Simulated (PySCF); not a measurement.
CH15NOSi5

```yaml
atoms:
  - { symbol: C, position_ang: [2.4179, -2.1319, 0.4975] }
  - { symbol: Si, position_ang: [2.4266, -0.3234, -0.0947] }
  - { symbol: Si, position_ang: [0.3773, 0.2914, -0.9220] }
  - { symbol: O, position_ang: [0.2550, 1.9010, -0.7037] }
  - { symbol: Si, position_ang: [-0.6486, 3.2020, -0.3753] }
  - { symbol: N, position_ang: [-0.9646, -0.4859, -0.1057] }
  - { symbol: Si, position_ang: [-2.3788, -0.9494, -1.0057] }
  - { symbol: Si, position_ang: [-1.0791, -0.4327, 1.6284] }
  - { symbol: H, position_ang: [3.3785, -2.4304, 0.9059] }
  - { symbol: H, position_ang: [2.1876, -2.8069, -0.3223] }
  - { symbol: H, position_ang: [1.6657, -2.2864, 1.2667] }
  - { symbol: H, position_ang: [3.4767, -0.2155, -1.1283] }
  - { symbol: H, position_ang: [2.9436, 0.4983, 1.0178] }
  - { symbol: H, position_ang: [0.1221, 0.1028, -2.3546] }
  - { symbol: H, position_ang: [0.3452, 4.2684, -0.2807] }
  - { symbol: H, position_ang: [-1.5919, 3.4205, -1.4735] }
  - { symbol: H, position_ang: [-1.3609, 2.9910, 0.8855] }
  - { symbol: H, position_ang: [-3.1235, -1.8996, -0.1808] }
  - { symbol: H, position_ang: [-1.9218, -1.5934, -2.2373] }
  - { symbol: H, position_ang: [-3.2179, 0.2150, -1.3121] }
  - { symbol: H, position_ang: [-2.1571, 0.4622, 2.0627] }
  - { symbol: H, position_ang: [0.2052, 0.0270, 2.1586] }
  - { symbol: H, position_ang: [-1.3620, -1.7972, 2.0835] }
```

Geometry: GFN2-xTB.

Theory: PBE0/pcSseg-1, SCF density, gas phase, non-relativistic in PySCF.

### What will maps of the electron density and electron localisation function show?

Si–N (1.74 Å): ρ at the midpoint is about 1 e/Å³; the ELF peaks at about 0.90 between the atoms (a polar covalent bond).
Si–H (1.47 Å): ρ at the midpoint is about 0.81 e/Å³; the ELF climbs to about 1 towards the hydrogen, as it does in any bond to H.

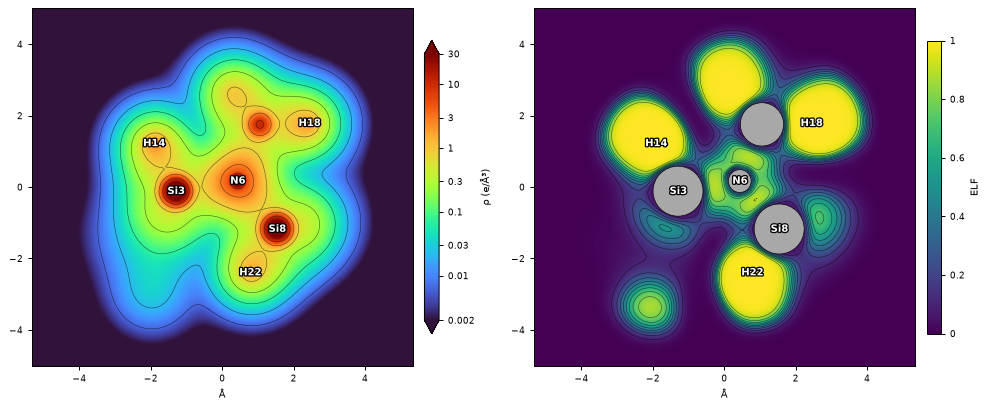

Computed electron density and electron localisation function on the plane of atoms N6, Si3 and H14, in this order. Grey discs cover the atomic cores in the ELF map. 
